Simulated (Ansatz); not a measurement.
# TiTeSe monolayer, Janus: modes against uniaxial strain along the armchair direction, normal to a, with the width clamped, part 2 of 2

Aim: how do the optical modes of TiTeSe monolayer, Janus shift and split under this strain?

Ansatz 0.2.0; DFT PBEsol, scalar-relativistic, plane waves, PAW; PAW set soft_1.

So far. Step 4 (Tight relaxation): The largest force component left is 0.49 meV/Å, within the tolerances set.

**5. Modes at rest**

The force constants come from the linear response of the density to a displacement.

The modes at rest are the reference of the series.

Contents of input.yaml:

```yaml
crystal:
  lattice:
    - [3.5700281122, 0.0, 0.0]
    - [-1.7850140561, 3.0917350374, 0.0]
    - [0.0, 0.0, 30.0]
  atoms:
    - { symbol: Ti, position: [0.0, 0.0, 0.3369553401] }
    - { symbol: Se, position: [0.3333333333, 0.6666666667, 0.3845335549] }
    - { symbol: Te, position: [0.6666666667, 0.3333333333, 0.2751777716] }
  periodic: [true, true, false]
kpoints:
  mp_grid: { grid: [15, 15, 1] }
hamiltonian:
  xc: pbesol
  pseudopotentials: { kind: paw, azcp: { folder: soft_1 }, xc_functional: pbe }
scf:
  occupations: { method: methfessel_paxton, width: 0.2 }
output:
  eigenvalues: true
phonons:
  method: dfpt
```

Command:

```sh
> ansatz run input.yaml --threads 4 --pin off --max-ram 16384MiB --backend cpu --events-out ev --progress --plain --runs-dir out
```

Numbers of over 12 decimals in the logs are rounded to 6 here.

The log of the run:

```text
[...]
Crystal: 3 atoms, lattice volume = 331.127 Å³
Basis set: ecut = 420 eV, 6383 PW (Γ), exchange–correlation on 48×48×432 points (8 copies of the dense FFT grid, shifted against one another)
Bands: 27, of which v1, the nominal top of the filled ones, is band 22 counted from 1 (21 counted from 0)
Symmetry: 6 space group operations
k-points: 64 of 225 (irreducible under 2 space group operations, time reversal used)
[...]
SCF iter   1: F=—  HF=-14802.953695 eV  |F-HF|=—  |Δ(HF+E_count)|=         —  Δρ=1.64e-2  dr2=2.28e0  ethr=3.10e-3  ⟨swp⟩=13.7  Hψ=11754  notcnv=0
[...]
SCF iter  13: F=-14802.438660 eV  HF=-14802.438660 eV  |F-HF|=1.91e-10  |Δ(HF+E_count)|=  3.17e-10  S|Δr|=    0.00e0  Δρ=1.07e-8  dr2=3.84e-13  ethr=1.00e-12  ⟨swp⟩=8.1  Hψ=8690  notcnv=0
SCF 1 converged in 13 iterations: F = -14802.438660 eV  dr2 = 3.84e-13
[...]
DFPT response loops at Γ: preconditioner auto → none (partly filled bands, converged f_vac=0.760); β = 0.50; Broyden in place of MSR1
SCF converged after 13 iterations
[...]
Free energy (F): -14802.438660 eV
[...]
Internal energy: -14802.439373 eV  (E = F + TS)
E sigma→0 (E₀):  -14802.438838 eV
Entropy (-TS):   0.000713 eV (0.238 meV/atom)
Fermi energy:    -4.886595 eV
Step filling:    the computed levels leave a gap of 0.0000 eV = 0.0 smearing widths at the electron count; against every level under it full and every level over it empty, smearing changes F+E_penalty+E_count by +1.438 meV and its σ→0 estimate by +1.260 meV
[...]
--- Band table (eV; the first three rows and the last of 64) ---
  k-point 0: bands = [... 18 lower, -7.0883, -6.7971, -4.5004, -4.5004, -4.1505, -3.7556, -3.7556, -1.2703, ... 1 higher]
  k-point 1: bands = [... 18 lower, -7.0820, -6.5685, -4.8034, -4.6659, -4.2876, -3.6555, -3.6266, -1.6167, ... 1 higher]
  k-point 2: bands = [... 18 lower, -7.0702, -6.3584, -5.6274, -4.9658, -4.3940, -3.5696, -3.4422, -2.1747, ... 1 higher]
  k-point 63: bands = [... 18 lower, -7.8825, -7.7801, -7.1022, -6.6637, -4.2436, -3.7264, -3.3667, -2.5863, ... 1 higher]
--- Phonons (Γ-DFPT): 6 representative perturbations + reference, on 64 of 225 k-points (Σ response iterations 28) ---
  k mesh reduced under 2 symmetry operations, with k and −k counted as one. Each operation leaves every solved perturbation unchanged. A smaller set is not used because it would not reduce the number of displacements times k-points to solve
  ASR residual: 3.048e-5 → 0.000e0 eV/Å²; symmetrization residual: 4.467e-5 eV/Å²
  ASR residual per site (eV/Å²): 2.62e-5 1.58e-5 3.05e-5
  Γ frequencies (cm⁻¹): 0.00 0.00 0.00 105.32 105.32 160.34 204.45 204.45 316.90
  non-analytic LO–TO correction: not included (Born effective charges unavailable; polar crystals: no LO–TO splitting at Γ)
```

Run time: 1.8 min. Hardware: 4 threads of Arm Neoverse V2, shared host; peak memory 2.2 GiB.

This step gave:

```
sum-rule residual before enforcement                    : 3.05e-5 eV/Å²
point group                                             : 3m
highest optical mode at the zone centre (no LO-TO term) : 316.9 cm⁻¹
lowest optical zone-centre mode                         : 105.3 cm⁻¹
```

Patterns of degenerate modes are one choice out of their space. Modes at Γ, with each element's share of the kinetic energy:

| mode | frequency (cm⁻¹) | symmetry | Ti % | Se % | Te % |
| --- | --- | --- | --- | --- | --- |
| 1 | 0.0 | acoustic | 19 | 31 | 50 |
| 2 | 0.0 | acoustic | 19 | 31 | 50 |
| 3 | 0.0 | acoustic | 19 | 31 | 50 |
| 4 | 105.3 | E | 11 | 40 | 49 |
| 5 | 105.3 | E | 11 | 40 | 49 |
| 6 | 160.3 | A1 | 2 | 55 | 44 |
| 7 | 204.4 | E | 70 | 29 | 1 |
| 8 | 204.4 | E | 70 | 29 | 1 |
| 9 | 316.9 | A1 | 80 | 14 | 6 |

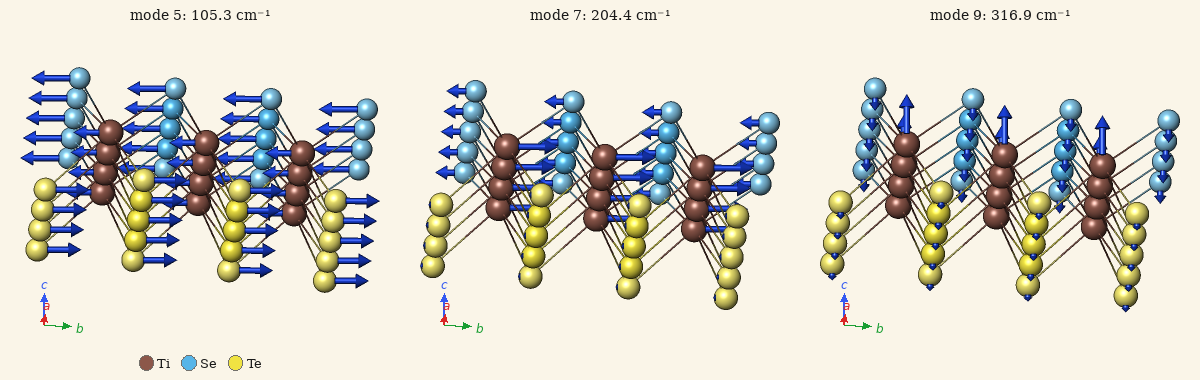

Displacement patterns of modes 5, 7 and 9 at Γ; arrows are exaggerated. 3×2×1 cells are drawn. Some periodic images of atoms are drawn too.

Before it was imposed, the acoustic sum rule was missed by 3.0e-5 eV/Å². Small misses are needed for a sound result but don't prove that mesh and cutoff are converged. The lowest optical mode is real, 105 cm⁻¹.

**6. Relaxation of a member: uniaxial strain of +5 % along the armchair direction, normal to a, with the width clamped**

The cell takes a uniaxial strain of +5 % along the armchair direction, normal to a, with the width clamped. The cell is held, and the atoms relax in it.

input.yaml, the sections that differ from step 5:

```yaml
crystal:
  lattice:
    - [3.5700281122, 0.0, 0.0]
    - [-1.7850140561, 3.2463217894, 0.0]
    - [0.0, 0.0, 30.0]
  atoms:
    - { symbol: Ti, position: [0.0006294771, 0.0012589542, 0.3371290598] }
    - { symbol: Se, position: [0.3299697832, 0.6599395665, 0.3833072573] }
    - { symbol: Te, position: [0.6694007397, 0.3388014794, 0.2762303494] }
  periodic: [true, true, false]
output:
  forces: true
  stress: true
  eigenvalues: true
relax:
  adjacent_minimum: "off"
  f_tol: 0.001
  max_steps: 60
# kpoints, hamiltonian, scf: as in step 5
# phonons: removed
```

The log of the run:

```text
[...]
--- Relaxed structure (5 steps of the walk, 5 accepted, 0 SCFs on fresh bases) ---
  F+E_penalty+E_count = -14802.39560202 eV   max|allowed force component| = 3.805e-4 eV/Å
  cell:  # Å, volume = 347.6838 Å³
    - [3.5700281122, 0.0, 0.0]
    - [-1.7850140561, 3.2463217894, 0.0]
    - [0.0, 0.0, 30.0]
  atoms:
    - { symbol: Ti, position: [0.000787504, 0.00157501, 0.337181] }
    - { symbol: Se, position: [0.329244, 0.658489, 0.383000] }
    - { symbol: Te, position: [0.669968, 0.339936, 0.276486] }
[key lines of the parts left out:]
SCF converged after 5 iterations
Free energy (F): -14802.395602 eV
Fermi energy:    -4.950812 eV
P = ½ c Tr σ = -1.5084 N/m
```

Run time: 61 s. Hardware: 4 threads; peak memory 0.99 GiB; 4 min of CPU time.

The steps of the relaxation:

| step | energy less that of the first step (eV) | largest force component (eV/Å) |
| --- | --- | --- |
| 1 | 0.0000 | 0.0828 |
| 2 | -0.0001 | 0.0935 |
| 3 | -0.0007 | 0.0095 |
| 4 | -0.0007 | 0.0047 |
| 5 | -0.0007 | 0.0004 |

The run keeps the 2 symmetry operations that it works with, so distortions that break them were not tested.

The atoms that moved most (Å):

| atom | dx | dy | dz | length |
| --- | --- | --- | --- | --- |
| Se2 | 0.000 | -0.005 | -0.009 | 0.010 |
| Te3 | 0.000 | 0.004 | 0.008 | 0.009 |

The relaxed structure:

```xyz
3
Lattice="3.5700 0.0000 0.0000 -1.7850 3.2463 0.0000 0.0000 0.0000 30.0000" Properties=species:S:1:pos:R:3
Ti    0.0000    0.0051   10.1154
Se    0.0000    2.1377   11.4900
Te    1.7850    1.1035    8.2946
```

This step gave:

| Property | Result |
| --- | --- |
| area per atom | 3.863 Å² |

The largest force component left is 0.38 meV/Å.

**7. Modes of this member: uniaxial strain of +5 % along the armchair direction, normal to a, with the width clamped**

The zone-centre modes follow for uniaxial strain of +5 % along the armchair direction, normal to a, with the width clamped.

input.yaml, the sections that differ from step 6:

```yaml
crystal:
  lattice:
    - [3.5700281122, 0.0, 0.0]
    - [-1.7850140561, 3.2463217894, 0.0]
    - [0.0, 0.0, 30.0]
  atoms:
    - { symbol: Ti, position: [0.0007875045, 0.001575009, 0.3371809032] }
    - { symbol: Se, position: [0.329244297, 0.658488594, 0.382999652] }
    - { symbol: Te, position: [0.6699681985, 0.3399363971, 0.2764861112] }
  periodic: [true, true, false]
output:
  eigenvalues: true
phonons:
  method: dfpt
# kpoints, hamiltonian, scf: as in step 6
# relax: removed
```

The log of the run:

```text
zone centre: on kpoints.mp_grid the ground state, and the responses unless they are solved on pairs of k-points, stand on 64 of the mesh's 225 k-points, reduced under 2 symmetry operations, with k and −k counted as one. Each operation leaves every solved displacement unchanged or reverses it
[...]
Crystal: 3 atoms, lattice volume = 347.684 Å³
Basis set: ecut = 420 eV, 6779 PW (Γ), exchange–correlation on 60×60×432 points (8 copies of the dense FFT grid, shifted against one another)
Bands: 27, of which v1, the nominal top of the filled ones, is band 22 counted from 1 (21 counted from 0)
Symmetry: 2 space group operations
k-points: 64 of 225 (time reversal used)
[...]
SCF iter   1: F=—  HF=-14802.865792 eV  |F-HF|=—  |Δ(HF+E_count)|=         —  Δρ=1.73e-2  dr2=1.85e0  ethr=3.10e-3  ⟨swp⟩=13.3  Hψ=11335  notcnv=0
[...]
SCF iter  13: F=-14802.395602 eV  HF=-14802.395602 eV  |F-HF|=3.64e-12  |Δ(HF+E_count)|=  7.97e-10  S|Δr|=    0.00e0  Δρ=2.34e-8  dr2=8.24e-12  ethr=1.00e-12  ⟨swp⟩=13.8  Hψ=11596  notcnv=0
SCF 1 converged in 13 iterations: F = -14802.395602 eV  dr2 = 8.24e-12
[...]
SCF converged after 13 iterations
[...]
Free energy (F): -14802.395602 eV
[...]
Internal energy: -14802.396911 eV  (E = F + TS)
E sigma→0 (E₀):  -14802.395929 eV
Entropy (-TS):   0.001309 eV (0.436 meV/atom)
Fermi energy:    -4.950807 eV
[...]
--- Band table (eV; the first three rows and the last of 64) ---
  k-point 0: bands = [... 18 lower, -7.2169, -6.6148, -4.7705, -4.5771, -4.2806, -4.1313, -3.8753, -1.5830, ... 1 higher]
  k-point 1: bands = [... 18 lower, -7.2066, -6.4852, -5.1446, -4.7193, -4.4720, -3.8591, -3.7602, -1.9099, ... 1 higher]
  k-point 2: bands = [... 18 lower, -7.1811, -6.3097, -5.9521, -4.9811, -4.5750, -3.6828, -3.5880, -2.4291, ... 1 higher]
  k-point 63: bands = [... 18 lower, -7.9213, -7.7701, -7.0803, -6.6273, -4.4151, -3.8695, -3.5175, -2.7882, ... 1 higher]
[...]
ASR residual: 6.537e-5 → 0.000e0 eV/Å²; symmetrization residual: 2.846e-5 eV/Å²
  ASR residual per site (eV/Å²): 6.54e-5 1.65e-5 1.96e-5
  Γ frequencies (cm⁻¹): 0.00 0.00 0.00 102.08 102.40 155.90 180.50 185.58 300.51
[...]
```

It took 3 min on 4 threads; peak memory 2.4 GiB; 11 min of CPU time.

Numbers from this step:

```
sum-rule residual before enforcement                    : 6.54e-5 eV/Å²
point group                                             : m
highest optical mode at the zone centre (no LO-TO term) : 300.5 cm⁻¹
lowest optical zone-centre mode                         : 102.1 cm⁻¹
```

Patterns of degenerate modes are one choice out of their space. Modes at Γ, with each element's share of the kinetic energy:

| mode | frequency (cm⁻¹) | symmetry | Ti % | Se % | Te % |
| --- | --- | --- | --- | --- | --- |
| 1 | 0.0 | acoustic | 19 | 31 | 50 |
| 2 | 0.0 | acoustic | 19 | 31 | 50 |
| 3 | 0.0 | acoustic | 19 | 31 | 50 |
| 4 | 102.1 | A' | 16 | 35 | 50 |
| 5 | 102.4 | A'' | 17 | 33 | 50 |
| 6 | 155.9 | A' | 2 | 56 | 42 |
| 7 | 180.5 | A'' | 64 | 35 | 0 |
| 8 | 185.6 | A' | 65 | 34 | 1 |
| 9 | 300.5 | A' | 80 | 13 | 7 |

The lowest optical mode is real, 102 cm⁻¹, and the highest lies at 300.5 cm⁻¹.

Between step 5 and this run (strain 5 %) the value for the highest optical mode at the zone centre (no LO-TO term) moves from 317 cm⁻¹ to 301 cm⁻¹ (-5 %).

**8. A member of the series: uniaxial strain of -3 % along the armchair direction, normal to a, with the width clamped**

The cell takes a uniaxial strain of -3 % along the armchair direction, normal to a, with the width clamped. The cell is held, and the atoms relax in it.

input.yaml, the sections that differ from step 7:

```yaml
crystal:
  lattice:
    - [3.5700281122, 0.0, 0.0]
    - [-1.7850140561, 2.9989829862, 0.0]
    - [0.0, 0.0, 30.0]
  atoms:
    - { symbol: Ti, position: [-0.0002953586, -0.0005907173, 0.3368884558] }
    - { symbol: Se, position: [0.3352046906, 0.6704093813, 0.3851452659] }
    - { symbol: Te, position: [0.665090668, 0.330181336, 0.2746329449] }
  periodic: [true, true, false]
output:
  forces: true
  stress: true
  eigenvalues: true
relax:
  adjacent_minimum: "off"
  f_tol: 0.001
  max_steps: 60
# kpoints, hamiltonian, scf: as in step 7
# phonons: removed
```

The log of the run:

```text
[...]
Crystal: 3 atoms, lattice volume = 321.194 Å³
Basis set: ecut = 420 eV, 6235 PW (Γ), exchange–correlation on 48×48×432 points (8 copies of the dense FFT grid, shifted against one another)
Bands: 27, of which v1, the nominal top of the filled ones, is band 22 counted from 1 (21 counted from 0)
Symmetry: 2 space group operations
[...]
--- Relaxed structure (5 steps of the walk, 5 accepted, 0 SCFs on fresh bases) ---
  F+E_penalty+E_count = -14802.42146667 eV   max|allowed force component| = 8.659e-4 eV/Å
  cell:  # Å, volume = 321.1936 Å³
    - [3.5700281122, 0.0, 0.0]
    - [-1.7850140561, 2.9989829862, 0.0]
    - [0.0, 0.0, 30.0]
  atoms:
    - { symbol: Ti, position: [-0.000438426, -0.000876852, 0.336860] }
    - { symbol: Se, position: [0.336184, 0.672367, 0.385452] }
    - { symbol: Te, position: [0.664255, 0.328509, 0.274355] }
[key lines of the parts left out:]
SCF converged after 3 iterations
Free energy (F): -14802.421467 eV
Fermi energy:    -4.825387 eV
P = ½ c Tr σ = 1.0848 N/m
```

The job ended after 57 s (4 threads; peak memory 0.94 GiB).

The steps of the relaxation:

| step | energy less that of the first step (eV) | largest force component (eV/Å) |
| --- | --- | --- |
| 1 | 0.0000 | 0.0994 |
| 2 | -0.0002 | 0.1112 |
| 3 | -0.0009 | 0.0111 |
| 4 | -0.0010 | 0.0009 |
| 5 | -0.0010 | 0.0009 |

The run keeps the 2 symmetry operations that it works with, so distortions that break them were not tested.

The atoms that moved most (Å):

| atom | dx | dy | dz | length |
| --- | --- | --- | --- | --- |
| Se2 | 0.000 | 0.006 | 0.009 | 0.011 |
| Te3 | 0.000 | -0.005 | -0.008 | 0.010 |

Final coordinates:

```xyz
3
Lattice="3.5700 0.0000 0.0000 -1.7850 2.9990 0.0000 0.0000 0.0000 30.0000" Properties=species:S:1:pos:R:3
Ti    0.0000   -0.0026   10.1058
Se    0.0000    2.0164   11.5636
Te    1.7850    0.9852    8.2306
```

Numbers from this step:

```yaml
area_per_atom: 3.569 Å²
```

The largest force component left is 0.87 meV/Å.

**9. Modes of this member: uniaxial strain of -3 % along the armchair direction, normal to a, with the width clamped**

The zone-centre modes follow for uniaxial strain of -3 % along the armchair direction, normal to a, with the width clamped.

input.yaml, the sections that differ from step 8:

```yaml
crystal:
  lattice:
    - [3.5700281122, 0.0, 0.0]
    - [-1.7850140561, 2.9989829862, 0.0]
    - [0.0, 0.0, 30.0]
  atoms:
    - { symbol: Ti, position: [-0.0004384259, -0.0008768519, 0.3368598275] }
    - { symbol: Se, position: [0.3361836815, 0.672367363, 0.3854522795] }
    - { symbol: Te, position: [0.6642547444, 0.3285094889, 0.2743545597] }
  periodic: [true, true, false]
output:
  eigenvalues: true
phonons:
  method: dfpt
# kpoints, hamiltonian, scf: as in step 8
# relax: removed
```

The log of the run:

```text
[...]
Crystal: 3 atoms, lattice volume = 321.194 Å³
Basis set: ecut = 420 eV, 6235 PW (Γ), exchange–correlation on 48×48×432 points (8 copies of the dense FFT grid, shifted against one another)
Bands: 27, of which v1, the nominal top of the filled ones, is band 22 counted from 1 (21 counted from 0)
Symmetry: 2 space group operations
k-points: 64 of 225 (time reversal used)
[...]
k-point 2: bands = [... 18 lower, -6.9858, -6.3613, -5.4029, -4.9530, -4.2872, -3.4873, -3.3453, -2.0096, ... 1 higher]
  k-point 63: bands = [... 18 lower, -7.9327, -7.7132, -7.1189, -6.6800, -4.1287, -3.6410, -3.2644, -2.4591, ... 1 higher]
[...]
ASR residual: 4.961e-5 → 0.000e0 eV/Å²; symmetrization residual: 2.093e-5 eV/Å²
  ASR residual per site (eV/Å²): 4.96e-5 7.53e-6 2.06e-5
  Γ frequencies (cm⁻¹): 0.00 0.00 0.00 103.93 105.57 162.91 205.83 215.73 326.84
[...]
[key lines of the parts left out:]
SCF converged after 13 iterations
Free energy (F): -14802.421467 eV
Fermi energy:    -4.825395 eV
```

It took 2.4 min on 4 threads; peak memory 2.1 GiB.

Numbers from this step:

- sum-rule residual before enforcement: 4.96e-5 eV/Å²
- highest optical mode at the zone centre (no LO-TO term): 326.8 cm⁻¹
- lowest optical zone-centre mode: 103.9 cm⁻¹

Patterns of degenerate modes are one choice out of their space. Modes at Γ, with each element's share of the kinetic energy:

| mode | frequency (cm⁻¹) | symmetry | Ti % | Se % | Te % |
| --- | --- | --- | --- | --- | --- |
| 1 | 0.0 | acoustic | 19 | 31 | 50 |
| 2 | 0.0 | acoustic | 19 | 31 | 50 |
| 3 | 0.0 | acoustic | 19 | 31 | 50 |
| 4 | 103.9 | A' | 11 | 40 | 49 |
| 5 | 105.6 | A'' | 10 | 41 | 49 |
| 6 | 162.9 | A' | 2 | 54 | 44 |
| 7 | 205.8 | A' | 70 | 29 | 1 |
| 8 | 215.7 | A'' | 71 | 28 | 1 |
| 9 | 326.8 | A' | 79 | 15 | 6 |

The lowest optical mode is real, 104 cm⁻¹, and the highest lies at 326.8 cm⁻¹.

Between step 5 and this run (strain -3 %) the value for the highest optical mode at the zone centre (no LO-TO term) moves from 317 cm⁻¹ to 327 cm⁻¹ (+3 %).

**10. All members side by side**

The members are set side by side, also those not shown above.

Energies are extrapolated to zero smearing, and E0 is that at rest; the cell is clamped and the atoms are relaxed; all runs use 15×15×1 k points and Methfessel-Paxton smearing of 0.2 eV. State of the crystal along the series:

| strain (%) | E - E0 (meV/atom) |
| --- | --- |
| -3 | 5.657 |
| -2 | 2.484 |
| -1 | 0.6105 |
| 0 | 0 |
| 1 | 0.6062 |
| 2 | 2.384 |
| 3 | 5.29 |
| 4 | 9.28 |
| 5 | 14.3 |

Optical modes are counted from below at rest and tracked from member to member by their patterns, and modes that stay within 0.3 cm⁻¹ of each other stand once; labels, where given, are those at rest, then, where named, those of the strained cell; the cell is clamped and the atoms are relaxed; all runs use 15×15×1 k points and Methfessel-Paxton smearing of 0.2 eV. Optical modes along the series:

| strain (%) | optical mode 1 E to A'' single part (cm⁻¹) | optical mode 2 E to A' single part (cm⁻¹) | optical mode 3 A1 to A' (cm⁻¹) | optical mode 4 E to A'' single part (cm⁻¹) | optical mode 5 E to A' single part (cm⁻¹) | optical mode 6 A1 to A' (cm⁻¹) |
| --- | --- | --- | --- | --- | --- | --- |
| -3 | 105.6 | 103.9 | 162.9 | 215.7 | 205.8 | 326.8 |
| -2 | 105.6 | 104.7 | 162.1 | 212.6 | 206.2 | 323.6 |
| -1 | 105.5 | 105.2 | 161.2 | 208.9 | 205.8 | 320.2 |
| 0 | 105.3 | 105.3 | 160.3 | 204.4 | 204.4 | 316.9 |
| 1 | 104.9 | 105.2 | 159.6 | 199.5 | 201.9 | 313.6 |
| 2 | 104.4 | 104.8 | 158.7 | 194.3 | 198.2 | 310.2 |
| 3 | 103.8 | 104.1 | 157.9 | 189.2 | 193.9 | 306.9 |
| 4 | 103.1 | 103.2 | 156.9 | 184.6 | 189.6 | 303.7 |
| 5 | 102.4 | 102.1 | 155.9 | 180.5 | 185.6 | 300.5 |

Value and slope at zero strain of a cubic (a lower polynomial where under five rows exist) through the rows within 2 % of rest. Slopes at rest:

| mode | frequency (cm⁻¹) | shift per percent of strain (cm⁻¹) |
| --- | --- | --- |
| optical mode 1 E to A'' single part | 105.3 | -0.3 |
| optical mode 2 E to A' single part | 105.3 | 0.04 |
| optical mode 3 A1 to A' | 160.3 | -0.81 |
| optical mode 4 E to A'' single part | 204.4 | -4.73 |
| optical mode 5 E to A' single part | 204.4 | -1.96 |
| optical mode 6 A1 to A' | 316.9 | -3.35 |

**11. What came out**

```
members                                                          : 9
highest optical mode at the zone centre (no LO-TO term), at rest : 316.9 cm⁻¹
optical mode 3 A1 to A', shift per percent                       : -0.81 cm⁻¹
optical mode 4 E to A'' single part, shift per percent           : -4.73 cm⁻¹
optical mode 5 E to A' single part, shift per percent            : -1.96 cm⁻¹
optical mode 6 A1 to A', shift per percent                       : -3.35 cm⁻¹
```

In words: The strain lowers the symmetry: the level at 204.4 cm⁻¹ splits, into 180.5 and 185.6 cm⁻¹ at +5 %. Within 2 % of rest optical mode 1 E to A'' single part, optical mode 2 E to A' single part and optical mode 5 E to A' single part bend away from a straight line, so a single slope holds only near rest. The fastest shift in the table of slopes is -4.7 cm⁻¹ for each percent (optical mode 4 E to A'' single part). The width is clamped, so the contraction across the strain that a free sheet shows is left out. These are harmonic frequencies at zero temperature: anharmonic shifts, linewidths and thermal expansion are left out. Spin-orbit coupling is left out, which can matter for the heavy elements here. With no gap, or one that is small against the smearing, the frequencies hang on the k mesh and the smearing, most of all near Kohn anomalies. A semilocal functional can close a gap that the real compound would have, so the metallic treatment may be an artefact of the level. The starting cell was built on a prototype and not taken from a measurement. The PAW files were made for PBE; the program adapts parts of them to the functional of the run, but their partial waves stay those of PBE, an approximation that was not tested in this session. Only the zone centre was solved, so an instability at another wavevector cannot show here.

[Logs are printed without paths, hosts, clocks, repeated set-up lines and the standing remarks that a program may print on its own settings, such as how far it seeks lower states.]

[Hosts, paths, dates, database ids (printed as entryN), source tags and the programs' standing remarks are cut or masked in the printed files.]
